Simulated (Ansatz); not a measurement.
**Run report: CH5NOSn, geometry relaxation (part 2 of 3)**

The same run, continued: CH5NOSn; RKS PBE0-D4/def2-TZVP (Ansatz 0.2.0). The geometry: PBE-D4/def2-SVP start.

Geometry of the input (Å):
```
N  0.0177  2.0190  -0.5412
Sn 0.6742  0.7357  0.9132
C  0.1471  -2.0982  -0.0747
O  -1.0004  -1.8054  0.2123
H  0.5460  2.2246  -1.3933
H  -0.9033  2.4659  -0.5581
H  -0.8224  0.9414  1.8796
H  0.6030  -1.8636  -1.0824
H  0.8266  -2.6658  0.6274
```

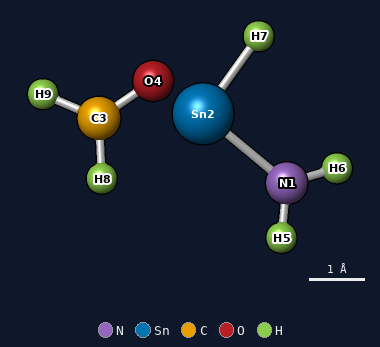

Fig. 1: The geometry at step 16 of the log (ball-and-stick view, seen at a tilt; atoms are numbered from 1 in the order of the input).

**Trajectory as extended XYZ, continued**
```
9
Properties=species:S:1:pos:R:3:forces:R:3 step=3 energy=-10482.90243
N     0.0151    2.0302   -0.5295   -0.1325   0.1389  -0.2049
Sn    0.6507    0.7668    0.9155   -0.0857   0.1888  -0.1478
C     0.1612   -2.1402   -0.0929   -1.3690   0.8728   0.5633
O    -0.9516   -1.7599    0.2255    0.9317  -0.4863  -0.3480
H     0.5429    2.2253   -1.3767   -0.2120  -0.0858   0.3673
H    -0.9069    2.4611   -0.5609    0.4150  -0.2106   0.0199
H    -0.8241    0.9655    1.8730    0.0331   0.0069  -0.0209
H     0.5962   -1.9125   -1.0596    0.1261   0.0797  -0.7279
H     0.8049   -2.6825    0.5884    0.2934  -0.5043   0.4992
9
Properties=species:S:1:pos:R:3:forces:R:3 step=4 energy=-10482.93331
N     0.0104    2.0666   -0.5216   -0.1746   0.1307  -0.1772
Sn    0.6449    0.8279    0.9281    0.1308  -0.0117  -0.0531
C     0.1718   -2.1688   -0.0920   -0.9958   0.2521   0.2536
O    -0.9401   -1.7867    0.2200    1.0692  -0.3511  -0.2993
H     0.5363    2.2528   -1.3655   -0.0848  -0.0429   0.1664
H    -0.9182    2.4694   -0.5709    0.2347  -0.0928   0.0258
H    -0.8182    1.0278    1.8825   -0.0994   0.0240   0.0410
H     0.6081   -1.9534   -1.0866   -0.0359   0.0361   0.0417
H     0.7934   -2.7818    0.5888   -0.0441   0.0555   0.0011
9
Properties=species:S:1:pos:R:3:forces:R:3 step=5 energy=-10482.92376 accepted=F
N    -0.0148    2.0416   -0.5462    0.6785   0.0174  -0.2658
Sn    0.6797    0.8678    0.9217   -0.1579   0.0487   0.2208
C     0.1671   -2.2040   -0.0891   -0.6258   0.1706   0.1378
O    -0.9221   -1.8107    0.2547    0.5018  -0.1350  -0.1715
H     0.5681    2.3701   -1.3071   -0.2093  -0.1726   0.1143
H    -0.9423    2.4016   -0.6077   -0.4475   0.2347   0.0191
H    -0.8142    1.0896    1.8722    0.1242  -0.1173  -0.0776
H     0.6003   -1.9328   -1.0701    0.0362  -0.0024   0.0055
H     0.7667   -2.8696    0.5545    0.0998  -0.0440   0.0175
9
Properties=species:S:1:pos:R:3:forces:R:3 step=6 energy=-10482.93830
N    -0.0029    2.0463   -0.5378    0.1315   0.0097  -0.0511
Sn    0.6661    0.8349    0.9231   -0.1194   0.0776   0.0032
C     0.1690   -2.1752   -0.0882   -0.8092   0.1478   0.1966
O    -0.9433   -1.8072    0.2230    0.8053  -0.2236  -0.2321
H     0.5395    2.2855   -1.3549   -0.0512  -0.0572   0.0650
H    -0.9185    2.4636   -0.5694   -0.0354   0.0098   0.0275
H    -0.8181    1.0421    1.8757    0.0712  -0.0282  -0.0375
H     0.6152   -1.9298   -1.0702   -0.0115   0.0415   0.0041
H     0.7814   -2.8066    0.5815    0.0187   0.0225   0.0242
9
Properties=species:S:1:pos:R:3:forces:R:3 step=7 energy=-10482.94392
N     0.0022    2.0710   -0.5335   -0.0080  -0.0357   0.0802
Sn    0.6496    0.8972    0.9613    0.0135  -0.0570   0.0665
C     0.1715   -2.2044   -0.1029   -0.0408   0.0226   0.0415
O    -0.9089   -1.8086    0.2391   -0.0443   0.0161   0.0070
H     0.5443    2.2512   -1.3611    0.0483   0.0201  -0.0598
H    -0.9150    2.4783   -0.5953   -0.0980   0.0374  -0.0068
H    -0.8399    1.0658    1.9136    0.0384   0.0449  -0.0771
H     0.5969   -1.9487   -1.0919    0.0505  -0.0299  -0.0108
H     0.7877   -2.8480    0.5535    0.0404  -0.0185  -0.0405
9
Properties=species:S:1:pos:R:3:forces:R:3 step=8 energy=-10482.93537 accepted=F
N    -0.0140    2.0771   -0.5194    0.0671   0.0269  -0.1269
Sn    0.6655    0.9027    0.9627   -0.0960   0.1127   0.0729
C     0.1702   -2.2259   -0.1000    0.1140  -0.0996  -0.1160
O    -0.8899   -1.8015    0.2641   -0.0798   0.0603   0.0617
H     0.5616    2.3119   -1.3131   -0.0931  -0.0376  -0.0540
H    -0.9602    2.4113   -0.6310    0.1169   0.0199   0.0827
H    -0.8207    1.1598    1.8886   -0.0058  -0.1066   0.0321
H     0.6173   -1.9377   -1.0713   -0.0070   0.0364  -0.0105
H     0.7587   -2.9438    0.5021   -0.0163  -0.0124   0.0580
9
Properties=species:S:1:pos:R:3:forces:R:3 step=9 energy=-10482.94682
N    -0.0064    2.0766   -0.5310    0.0104  -0.0167   0.0443
Sn    0.6486    0.9073    0.9650    0.0087  -0.0222   0.0409
C     0.1765   -2.2213   -0.1039   -0.0222   0.0119   0.0122
O    -0.8884   -1.7915    0.2456   -0.0037  -0.0006   0.0058
H     0.5380    2.2633   -1.3560    0.0299   0.0143  -0.0542
H    -0.9241    2.4845   -0.5923   -0.0636   0.0198   0.0047
H    -0.8408    1.0996    1.9059    0.0110   0.0200  -0.0327
H     0.6135   -1.9652   -1.0886    0.0235  -0.0200   0.0065
H     0.7714   -2.8996    0.5381    0.0060  -0.0066  -0.0275
9
Properties=species:S:1:pos:R:3:forces:R:3 step=10 energy=-10482.94826
N    -0.0104    2.0883   -0.5258    0.0109  -0.0129   0.0171
Sn    0.6490    0.9250    0.9739    0.0023  -0.0034   0.0210
C     0.1824   -2.2346   -0.1046   -0.0227  -0.0971  -0.0383
O    -0.8707   -1.7815    0.2497    0.0335   0.0148   0.0292
H     0.5312    2.2672   -1.3549    0.0188   0.0159  -0.0467
H    -0.9330    2.4858   -0.5931   -0.0314   0.0089   0.0126
H    -0.8428    1.1317    1.9038   -0.0063   0.0070  -0.0027
H     0.6273   -1.9786   -1.0867    0.0234   0.0104   0.0350
H     0.7554   -2.9496    0.5207   -0.0284   0.0564  -0.0271
9
Properties=species:S:1:pos:R:3:forces:R:3 step=11 energy=-10482.93544 accepted=F
N    -0.0214    2.0994   -0.5224    0.0817  -0.0243  -0.0077
Sn    0.6563    0.9445    0.9795   -0.0782   0.0682  -0.0143
C     0.1720   -2.2870   -0.1202    0.1333   0.6023   0.3464
O    -0.8385   -1.7541    0.2621    0.3156  -0.3922  -0.1770
H     0.5180    2.2893   -1.3510   -0.0026   0.0068  -0.0432
H    -0.9486    2.4867   -0.5869   -0.0179   0.0067   0.0246
H    -0.8428    1.1839    1.8903    0.0036  -0.0354   0.0402
H     0.6648   -1.9831   -1.0692   -0.1561  -0.2016   0.0142
H     0.7285   -3.0259    0.5006   -0.2794  -0.0306  -0.1832
9
Properties=species:S:1:pos:R:3:forces:R:3 step=12 energy=-10482.94969
N    -0.0136    2.0948   -0.5264    0.0135  -0.0113   0.0127
Sn    0.6478    0.9360    0.9768   -0.0055   0.0057   0.0142
C     0.1845   -2.2482   -0.1057   -0.0032  -0.0619  -0.0017
O    -0.8565   -1.7750    0.2589    0.0697  -0.0190   0.0151
H     0.5273    2.2734   -1.3562    0.0142   0.0138  -0.0405
H    -0.9368    2.4912   -0.5934   -0.0240   0.0058   0.0122
H    -0.8457    1.1484    1.9030   -0.0060   0.0032   0.0022
H     0.6381   -1.9799   -1.0808    0.0082  -0.0050   0.0368
H     0.7435   -2.9871    0.5067   -0.0669   0.0687  -0.0509
9
Properties=species:S:1:pos:R:3:forces:R:3 step=13 energy=-10482.95105
N    -0.0158    2.1021   -0.5275    0.0072  -0.0096   0.0107
Sn    0.6455    0.9473    0.9792   -0.0060   0.0060   0.0129
C     0.1871   -2.2598   -0.1058   -0.0004  -0.0552   0.0244
O    -0.8429   -1.7708    0.2698    0.1037  -0.0416   0.0074
H     0.5245    2.2788   -1.3583    0.0118   0.0124  -0.0343
H    -0.9399    2.4966   -0.5956   -0.0182   0.0045   0.0105
H    -0.8491    1.1617    1.9041   -0.0053   0.0041   0.0004
H     0.6473   -1.9787   -1.0745    0.0040  -0.0147   0.0425
H     0.7318   -3.0235    0.4915   -0.0968   0.0940  -0.0744
9
Properties=species:S:1:pos:R:3:forces:R:3 step=14 energy=-10482.95348
N    -0.0197    2.1122   -0.5296   -0.0029  -0.0034   0.0039
Sn    0.6409    0.9629    0.9821   -0.0030   0.0019   0.0140
C     0.1916   -2.2765   -0.1063   -0.0193  -0.0205   0.0893
O    -0.8173   -1.7571    0.2879    0.1870  -0.1041  -0.0195
H     0.5195    2.2861   -1.3619    0.0070   0.0106  -0.0214
H    -0.9445    2.5056   -0.5982   -0.0116   0.0019   0.0059
H    -0.8551    1.1781    1.9056   -0.0042   0.0080  -0.0035
H     0.6623   -1.9795   -1.0655   -0.0031  -0.0379   0.0521
H     0.7107   -3.0781    0.4687   -0.1500   0.1435  -0.1208
9
Properties=species:S:1:pos:R:3:forces:R:3 step=15 energy=-10482.95852
N    -0.0269    2.1255   -0.5326   -0.0052   0.0028  -0.0075
Sn    0.6358    0.9828    0.9839   -0.0064   0.0033   0.0171
C     0.1990   -2.2968   -0.1042    0.2130  -0.1885   0.0258
O    -0.7730   -1.7348    0.3144    0.0027  -0.0192   0.0910
H     0.5124    2.3010   -1.3650   -0.0005   0.0059  -0.0092
H    -0.9534    2.5148   -0.6021   -0.0075   0.0029   0.0019
H    -0.8626    1.2003    1.9047   -0.0023   0.0076  -0.0050
H     0.6854   -1.9817   -1.0506    0.0161  -0.0717   0.0723
H     0.6716   -3.1574    0.4343   -0.2098   0.2568  -0.1865
9
Properties=species:S:1:pos:R:3:forces:R:3 step=16 energy=-10482.96245
N    -0.0378    2.1525   -0.5352   -0.0079   0.0055  -0.0199
Sn    0.6261    1.0166    0.9868   -0.0080  -0.0169   0.0092
C     0.2188   -2.3279   -0.0990   -0.3094  -0.2103   0.1987
O    -0.7166   -1.7146    0.3510    0.5925  -0.3327  -0.1019
H     0.4975    2.3201   -1.3720   -0.0054   0.0080   0.0051
H    -0.9643    2.5422   -0.6032   -0.0067   0.0010  -0.0047
H    -0.8734    1.2393    1.9046   -0.0067   0.0125   0.0005
H     0.7259   -2.0022   -1.0318    0.0314  -0.0486   0.1611
H     0.6122   -3.2722    0.3815   -0.2799   0.5814  -0.2481
9
Properties=species:S:1:pos:R:3:forces:R:3 step=17 energy=-10482.73077 accepted=F
N    -0.0566    2.1734   -0.5447   -0.0307   0.0218  -0.0518
Sn    0.6084    1.0469    0.9848    0.0032  -0.0915   0.0285
C     0.1636   -2.4274   -0.1584    0.5674   2.8580   2.2452
O    -0.5715   -1.6385    0.4570    1.2740  -2.4071  -1.5866
H     0.4800    2.3419   -1.3807   -0.0109   0.0034   0.0120
H    -0.9835    2.5618   -0.6141   -0.0048   0.0037  -0.0114
H    -0.8896    1.2788    1.9030   -0.0176   0.0177  -0.0004
H     0.8229   -1.9785   -0.9643   -0.8247  -0.8491   0.0665
H     0.5149   -3.4047    0.3002   -0.9559   0.4430  -0.7020
9
Properties=species:S:1:pos:R:3:forces:R:3 step=18 energy=-10482.97512
N    -0.0413    2.1566   -0.5335   -0.0161   0.0138  -0.0241
Sn    0.6150    1.0301    0.9997   -0.0013  -0.0220   0.0159
C     0.2248   -2.3379   -0.1047   -0.2790  -0.0401   0.2454
O    -0.6439   -1.6605    0.3870    0.5897  -0.4086  -0.1727
H     0.5035    2.3300   -1.3632   -0.0064   0.0089   0.0109
H    -0.9685    2.5427   -0.6112   -0.0072  -0.0050  -0.0100
H    -0.8983    1.2358    1.8991   -0.0073   0.0208  -0.0024
H     0.7098   -2.0516   -1.0623   -0.0100  -0.0495   0.1592
H     0.5874   -3.2915    0.3718   -0.2623   0.4817  -0.2221
9
Properties=species:S:1:pos:R:3:forces:R:3 step=19 energy=-10482.99908
N    -0.0492    2.1883   -0.5349    0.0107  -0.0644   0.0652
Sn    0.6067    1.0534    1.0029   -0.0552   0.0489  -0.0672
C     0.2354   -2.3721   -0.1038   -0.1902   0.0579   0.1673
O    -0.5587   -1.6435    0.4337    0.4166  -0.2916  -0.1310
H     0.5022    2.3725   -1.3577   -0.0077  -0.0033   0.0047
H    -0.9849    2.5506   -0.6267    0.0050   0.0056   0.0003
H    -0.9127    1.2565    1.8959   -0.0015   0.0086  -0.0159
H     0.7250   -2.0931   -1.0592   -0.0071  -0.0363   0.1083
H     0.5247   -3.3588    0.3327   -0.1706   0.2745  -0.1316
9
Properties=species:S:1:pos:R:3:forces:R:3 step=20 energy=-10483.02952
N    -0.0679    2.1789   -0.5377    0.0221  -0.0585   0.0576
Sn    0.6040    1.0649    1.0123   -0.0547   0.0654  -0.1050
C     0.2509   -2.3770   -0.1056   -0.2165   0.2675   0.1669
O    -0.4444   -1.5767    0.4690    0.4032  -0.3992  -0.1574
H     0.4824    2.3693   -1.3602   -0.0196  -0.0058   0.0126
H    -1.0046    2.5409   -0.6250    0.0320  -0.0141  -0.0008
H    -0.9188    1.2765    1.8931   -0.0230  -0.0100   0.0130
H     0.7892   -2.1111   -1.0366   -0.0052  -0.0344   0.0785
H     0.3976   -3.4121    0.2735   -0.1381   0.1891  -0.0654
9
Properties=species:S:1:pos:R:3:forces:R:3 step=21 energy=-10483.02475 accepted=F
N    -0.0821    2.1682   -0.5491   -0.0324  -0.0310  -0.0087
Sn    0.5931    1.0702    1.0084    0.0532   0.0384   0.0141
C     0.2464   -2.3789   -0.1097   -0.0933   1.1741   1.0188
O    -0.2930   -1.5176    0.5701    0.5994  -1.4935  -0.9121
H     0.4729    2.3685   -1.3661   -0.0230  -0.0106   0.0138
H    -1.0212    2.5228   -0.6409    0.0313  -0.0174  -0.0136
H    -0.9332    1.2722    1.8895   -0.0211  -0.0290  -0.0146
H     0.8473   -2.0894   -0.9956   -0.2091  -0.1661   0.0227
H     0.2583   -3.4622    0.1763   -0.3049   0.5350  -0.1204
9
Properties=species:S:1:pos:R:3:forces:R:3 step=22 energy=-10483.04526
N    -0.0713    2.1813   -0.5378    0.0254  -0.0467  -0.0285
Sn    0.6046    1.0700    1.0092   -0.0312  -0.0002  -0.0467
C     0.2600   -2.3682   -0.1000   -0.1922   0.2719   0.1174
O    -0.3918   -1.5513    0.5009    0.3260  -0.3960  -0.1216
H     0.4588    2.3295   -1.3830   -0.0279   0.0279   0.0635
H    -1.0050    2.5521   -0.6152    0.0020  -0.0309  -0.0215
H    -0.9238    1.2594    1.8885   -0.0008   0.0181   0.0135
H     0.8380   -2.0878   -1.0024    0.0089  -0.0702   0.0804
H     0.3189   -3.4311    0.2224   -0.1101   0.2262  -0.0566
9
Properties=species:S:1:pos:R:3:forces:R:3 step=23 energy=-10483.06006
N    -0.0848    2.1533   -0.5509    0.0880   0.0201  -0.1654
Sn    0.6052    1.0653    1.0046    0.0214   0.0293   0.0318
C     0.2686   -2.3580   -0.0904   -0.3532   0.4038   0.1227
O    -0.3196   -1.5233    0.5550    0.3640  -0.5725  -0.1939
H     0.4736    2.3681   -1.3666   -0.1309  -0.0514   0.1487
H    -1.0259    2.5022   -0.6407    0.0225  -0.0068  -0.0152
H    -0.9206    1.2598    1.8895   -0.0083  -0.0293  -0.0096
H     0.8532   -2.0738   -0.9854    0.0599  -0.0756   0.0714
H     0.2386   -3.4398    0.1677   -0.0632   0.2823   0.0096
9
Properties=species:S:1:pos:R:3:forces:R:3 step=24 energy=-10483.07326
N    -0.0902    2.1169   -0.5581    0.0880   0.0263  -0.1644
Sn    0.6189    1.0631    1.0127    0.0124   0.0277   0.0322
C     0.2639   -2.3283   -0.0925   -0.2016   0.3296   0.1265
O    -0.3046   -1.4997    0.5754    0.2573  -0.4774  -0.1751
H     0.4659    2.3377   -1.3734   -0.1219  -0.0531   0.1410
H    -1.0331    2.4615   -0.6459    0.0192  -0.0122  -0.0132
H    -0.9086    1.2504    1.8962   -0.0018  -0.0282  -0.0038
H     0.8952   -2.0308   -0.9517    0.0090  -0.0875   0.0716
H     0.1809   -3.4170    0.1201   -0.0607   0.2748  -0.0148
9
Properties=species:S:1:pos:R:3:forces:R:3 step=25 energy=-10483.06626 accepted=F
N    -0.1010    2.0261   -0.5757    0.0656  -0.0201  -0.0125
Sn    0.6501    1.0631    1.0414   -0.0478   0.0642  -0.0680
C     0.2920   -2.2533   -0.0703   -0.8207  -0.2392  -0.6105
O    -0.2926   -1.4516    0.6088    0.3539  -0.1274   0.1433
H     0.4503    2.2581   -1.3883   -0.0504  -0.0405   0.0620
H    -1.0484    2.3582   -0.6635    0.0219  -0.0255   0.0001
H    -0.8797    1.2351    1.9212    0.0000  -0.0147   0.0110
H     0.9752   -1.9341   -0.8887    0.1172  -0.1354   0.3870
H     0.0426   -3.3478   -0.0021    0.3600   0.5385   0.0876
9
Properties=species:S:1:pos:R:3:forces:R:3 step=26 energy=-10483.08863
N    -0.0857    2.0647   -0.5583   -0.0037   0.0098  -0.1210
Sn    0.6331    1.0634    1.0433    0.0193   0.0355   0.0321
C     0.2583   -2.2704   -0.0993   -0.0740   0.1784   0.0162
O    -0.2814   -1.4522    0.6004    0.1555  -0.3134  -0.0967
H     0.4682    2.2712   -1.3767   -0.0663  -0.0367   0.0839
H    -1.0412    2.3667   -0.6716    0.0532  -0.0153   0.0039
H    -0.9009    1.2367    1.9171   -0.0055  -0.0213  -0.0072
H     0.9151   -1.9651   -0.9394   -0.0470  -0.0906   0.1200
H     0.1228   -3.3613    0.0672   -0.0316   0.2537  -0.0313
9
Properties=species:S:1:pos:R:3:forces:R:3 step=27 energy=-10483.09502
N    -0.0942    2.0018   -0.5764   -0.0814   0.0233  -0.0347
Sn    0.6429    1.0795    1.0682    0.0082   0.0253  -0.0132
C     0.2410   -2.2371   -0.1144    0.3617   0.2466   0.3863
O    -0.2336   -1.4397    0.6555    0.0268  -0.3551  -0.3119
H     0.4661    2.2294   -1.3829   -0.0170  -0.0277   0.0360
H    -1.0431    2.3308   -0.6819    0.1013  -0.0643   0.0114
H    -0.9013    1.2347    1.9270   -0.0043  -0.0093  -0.0053
H     0.9479   -1.9176   -0.9110   -0.2588  -0.0980   0.0540
H     0.0628   -3.3282   -0.0014   -0.1366   0.2592  -0.1226
9
Properties=species:S:1:pos:R:3:forces:R:3 step=28 energy=-10483.11629
N    -0.0890    1.9441   -0.5784   -0.0194  -0.0118  -0.0254
Sn    0.6531    1.0932    1.1008    0.0040   0.0011   0.0146
C     0.2470   -2.1862   -0.1106    0.1324   0.1112   0.0554
O    -0.2099   -1.4172    0.6931    0.0272  -0.1458  -0.0818
H     0.4778    2.1658   -1.3810   -0.0005  -0.0158   0.0057
H    -1.0438    2.2390   -0.7081    0.0177  -0.0260   0.0066
H    -0.9018    1.2329    1.9434   -0.0021  -0.0038  -0.0084
H     0.9328   -1.8479   -0.9134   -0.1090  -0.0483   0.0657
H     0.0220   -3.2698   -0.0631   -0.0504   0.1393  -0.0324
9
Properties=species:S:1:pos:R:3:forces:R:3 step=29 energy=-10483.11912
N    -0.0831    1.9180   -0.5851    0.1134  -0.0773  -0.0697
Sn    0.6779    1.1303    1.1121    0.0188  -0.0513   0.1249
C     0.2407   -2.1451   -0.0954   -0.0770  -0.3677   0.0272
O    -0.1671   -1.4963    0.8267    0.0098   0.1998   0.0091
H     0.4851    2.1295   -1.3903   -0.0508  -0.0311  -0.0002
H    -1.0548    2.1153   -0.7500   -0.0882   0.0539  -0.0218
H    -0.8864    1.2477    1.9374   -0.0109  -0.0176   0.0072
H     0.9343   -1.7406   -0.8458    0.0916   0.1681  -0.1074
H    -0.0582   -3.2049   -0.2269   -0.0068   0.1233   0.0306
```
